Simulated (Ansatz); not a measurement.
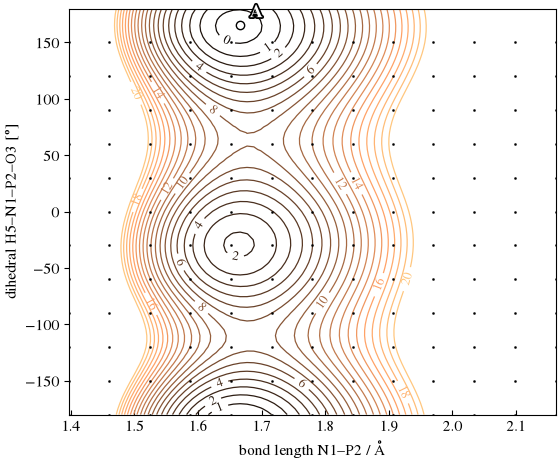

H4NO2P, SMILES NP(O)O. 
- First axis: bond length N1–P2. Second axis: dihedral H5–N1–P2–O3.
- Nothing is relaxed (all other coordinates rigid).
- The scan uses a 13 × 12 grid.
- Points are written as (first, second).
- All energies are given in kcal/mol relative to the lowest grid point.
- The calculation used RHF/def2-TZVP (Ansatz 0.2.0).

In the figure: contour lines labelled in kcal/mol (none above 20), dots at the grid points, the point A. Between grid points the surface is interpolated.

Find the lowest pass out of the well at A.

The easiest path leads from the well at about (1.67 Å, 165°) to the well at about (1.67 Å, −30°), about 2.3 kcal/mol higher. Its highest point lies about 8 kcal/mol above the bottom of the first well on the interpolated surface, at about (1.68 Å, −115°). Seen from the upper well the barrier is about 5.7 kcal/mol. The start is the relaxed structure and all else is held, so a fully relaxed path at this level can only be lower.

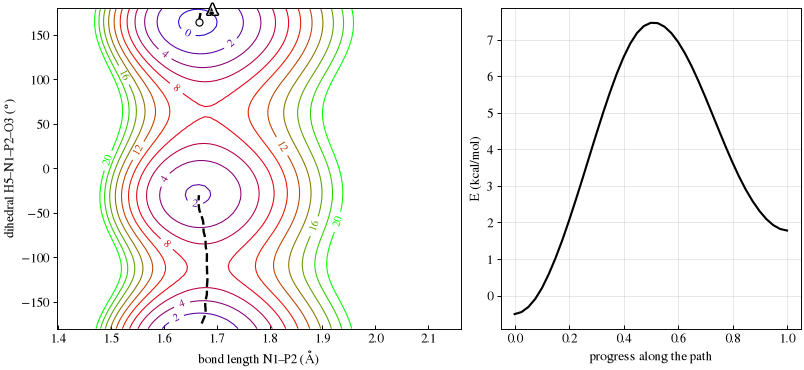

In the figure: contour lines labelled in kcal/mol (none above 20), a line along the lowest path, the energy along the path at the right. Between grid points the surface is interpolated.
